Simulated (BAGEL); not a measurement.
# BH3S2O (SMILES OB(S)S): HF/3-21G (density fitting with qzvpp-jkfit)

Aim: the vertical ionisation energy of BH3S2O at HF/3-21G (density fitting with qzvpp-jkfit), from 2 runs. 

Program for the calculation: BAGEL 1.2.2.

1 further run of the same task is left out (set aside as unsound or not needed). Runs told in other sessions of the task aren't counted.

## (1) The system as given

The species is BH3S2O (7 atoms), meant as a singlet with charge 0. SMILES: `OB(S)S`. Geometry: relaxed at PBE0-D4/def2-TZVP. This is one conformer, not always the lowest.

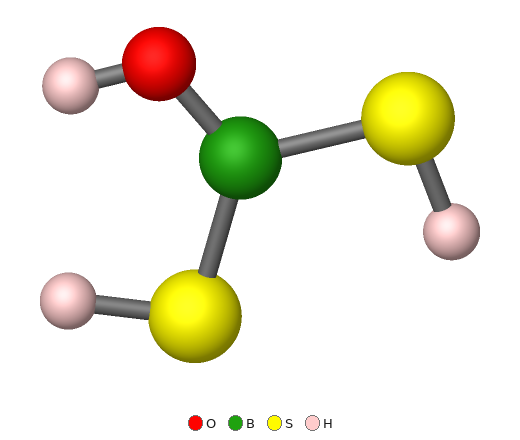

The structure, seen from a chosen angle (oxygen red, boron green, sulfur yellow, hydrogen pink).

## (2) The energy at HF/3-21G (density fitting with qzvpp-jkfit)

The input, hf.json:

```json
{ "bagel" : [

{
  "title" : "molecule",
  "basis" : "3-21g",
  "df_basis" : "qzvpp-jkfit",
  "angstrom" : "true",
  "geometry" : [
    { "atom" : "O", "xyz" : [   -1.258000,    0.682600,    0.409800 ] },
    { "atom" : "B", "xyz" : [   -0.068200,    0.046200,    0.279300 ] },
    { "atom" : "S", "xyz" : [    0.797400,   -0.326900,    1.829100 ] },
    { "atom" : "S", "xyz" : [    0.697600,   -0.445200,   -1.298000 ] },
    { "atom" : "H", "xyz" : [   -1.708400,    0.874500,   -0.414600 ] },
    { "atom" : "H", "xyz" : [    1.861600,   -0.919300,    1.266500 ] },
    { "atom" : "H", "xyz" : [   -0.260700,    0.020100,   -2.117700 ] }
  ]
},
{ "title" : "hf" },
{ "title" : "print", "file" : "orbitals.molden", "orbitals" : "true" }

]}
```

Launch:

```console
$ BAGEL_NUM_THREADS=1 BAGEL hf.json > hf.out
```

The log of the run:

```text
* using 1 threads per process

  ===============================================================
  ===============================================================

  *** Geometry ***

  { "atom" : "O", "xyz" : [     -2.377275,      1.289927,      0.774410 ] },
  { "atom" : "B", "xyz" : [     -0.128879,      0.087305,      0.527801 ] },
  { "atom" : "S", "xyz" : [      1.506868,     -0.617751,      3.456498 ] },
  { "atom" : "S", "xyz" : [      1.318273,     -0.841306,     -2.452865 ] },
  { "atom" : "H", "xyz" : [     -3.228408,      1.652565,     -0.783480 ] },
  { "atom" : "H", "xyz" : [      3.517914,     -1.737225,      2.393338 ] },
  { "atom" : "H", "xyz" : [     -0.492652,      0.037983,     -4.001873 ] },

  Number of auxiliary basis functions:      462

  Since a DF basis is specified, we compute 2- and 3-index integrals:
    o Being stored without compression. Storage requirement is 0.009 GB

  Number of basis functions:       50
  Number of electrons      :       48

    * METHOD: MOLECULE                             0.14

  *** RHF ***

  === Nuclear Repulsion ===
   188.6229054300

      * DIIS with orbital gradients will be used.

  === RHF iteration (3-21g) ===
      0       -891.82166444          0.02333898           0.04
      1       -891.91597256          0.01341332           0.03
      2       -891.94399603          0.00157824           0.04
      3       -891.94490552          0.00032031           0.04
      4       -891.94496179          0.00009018           0.04
      5       -891.94496715          0.00002015           0.04
      6       -891.94496747          0.00000530           0.04
      7       -891.94496749          0.00000165           0.04
      8       -891.94496749          0.00000044           0.04
      9       -891.94496749          0.00000020           0.04
     10       -891.94496749          0.00000005           0.04
     11       -891.94496749          0.00000002           0.04
     12       -891.94496749          0.00000000           0.04
    * SCF iteration converged.

    * Permanent dipole moment:
           (    0.562924,    -0.233899,     1.177987) a.u.

    * METHOD: HF                                   0.59

    * METHOD: PRINT                                0.00

  ===============================================================
```

It took 0.9 s on 1 thread of Arm Neoverse V2, shared host; peak memory 0.082 GiB.

## (3) The doublet cation at the same level

The input, calc.json:

```json
{ "bagel": [

{
  "title": "molecule",
  "basis": "3-21g",
  "df_basis": "qzvpp-jkfit",
  "angstrom": true,
  "geometry": [
    { "atom": "O", "xyz": [      -1.258000,       0.682600,       0.409800 ] },
    { "atom": "B", "xyz": [      -0.068200,       0.046200,       0.279300 ] },
    { "atom": "S", "xyz": [       0.797400,      -0.326900,       1.829100 ] },
    { "atom": "S", "xyz": [       0.697600,      -0.445200,      -1.298000 ] },
    { "atom": "H", "xyz": [      -1.708400,       0.874500,      -0.414600 ] },
    { "atom": "H", "xyz": [       1.861600,      -0.919300,       1.266500 ] },
    { "atom": "H", "xyz": [      -0.260700,       0.020100,      -2.117700 ] }
  ]
},

{ "title": "uhf", "charge": 1, "nopen": 1 },

{ "title": "print", "file": "orbitals.molden", "orbitals": true }

]}
```

Launch:

```console
$ BAGEL_NUM_THREADS=1 BAGEL calc.json > calc.out
```

The log of the run:

```text
* using 1 threads per process

  ===============================================================
  ===============================================================

  *** Geometry ***

  { "atom" : "O", "xyz" : [     -2.377275,      1.289927,      0.774410 ] },
  { "atom" : "B", "xyz" : [     -0.128879,      0.087305,      0.527801 ] },
  { "atom" : "S", "xyz" : [      1.506868,     -0.617751,      3.456498 ] },
  { "atom" : "S", "xyz" : [      1.318273,     -0.841306,     -2.452865 ] },
  { "atom" : "H", "xyz" : [     -3.228408,      1.652565,     -0.783480 ] },
  { "atom" : "H", "xyz" : [      3.517914,     -1.737225,      2.393338 ] },
  { "atom" : "H", "xyz" : [     -0.492652,      0.037983,     -4.001873 ] },

  Number of auxiliary basis functions:      462

  Since a DF basis is specified, we compute 2- and 3-index integrals:
    o Being stored without compression. Storage requirement is 0.009 GB

  Number of basis functions:       50
  Number of electrons      :       48

    * METHOD: MOLECULE                             0.15

  *** Open-shell HF ***

  === Nuclear Repulsion ===
   188.6229054300

      * DIIS with orbital gradients will be used.

  === UHF iteration (3-21g) ===
      0       -891.44572849          0.04793546           0.08
      1       -891.54889883          0.03091025           0.08
      2       -891.57466428          0.02063456           0.08
      3       -891.59225641          0.00156955           0.08
      4       -891.59424408          0.00131387           0.07
      5       -891.59595920          0.00126971           0.08
      6       -891.59903254          0.00084894           0.08
      7       -891.60007096          0.00075306           0.08
      8       -891.60124730          0.00062903           0.08
      9       -891.60121443          0.00063664           0.08
     10       -891.60147241          0.00004511           0.08
     11       -891.60147953          0.00002878           0.08
     12       -891.60148543          0.00001684           0.08
     13       -891.60148795          0.00000559           0.07
     14       -891.60148818          0.00000250           0.08
     15       -891.60148821          0.00000167           0.08
     16       -891.60148824          0.00000095           0.08
     17       -891.60148824          0.00000054           0.08
     18       -891.60148824          0.00000019           0.08
     19       -891.60148824          0.00000011           0.08
     20       -891.60148824          0.00000007           0.08
     21       -891.60148824          0.00000005           0.08
     22       -891.60148824          0.00000004           0.07
     23       -891.60148824          0.00000002           0.08
     24       -891.60148824          0.00000002           0.08
     25       -891.60148824          0.00000001           0.08
    * SCF iteration converged.

    * S^2 (UHF) is 0.7591

    * Permanent dipole moment:
           (   -0.159226,     0.067004,    -0.300036) a.u.

    * METHOD: UHF                                  2.14

    * METHOD: PRINT                                0.00

  ===============================================================
```

Run time: 2.5 s. Hardware: 1 thread of Arm Neoverse V2, shared host; peak memory 0.082 GiB.

## (4) Results

At HF/3-21G (density fitting with qzvpp-jkfit):

| quantity | value |
| --- | --- |
| singlet BH3S2O: total energy | -891.94497 Eh |
| singlet BH3S2O: dipole moment | 3.37 D |
| singlet BH3S2O: HOMO energy | -10.44 eV |
| singlet BH3S2O: LUMO energy | 4.04 eV |
| singlet BH3S2O: HOMO–LUMO gap | 14.47 eV |
| doublet cation: total energy | -891.60149 Eh |
| doublet cation: ⟨S²⟩ | 0.759 |
| vertical ionisation energy (to the doublet cation) | 9.347 eV |

In words: The vertical ionisation energy comes to 9.35 eV (902 kJ/mol). −ε(HOMO) before ionisation, 10.44 eV, is 1.09 eV above this ionisation energy.
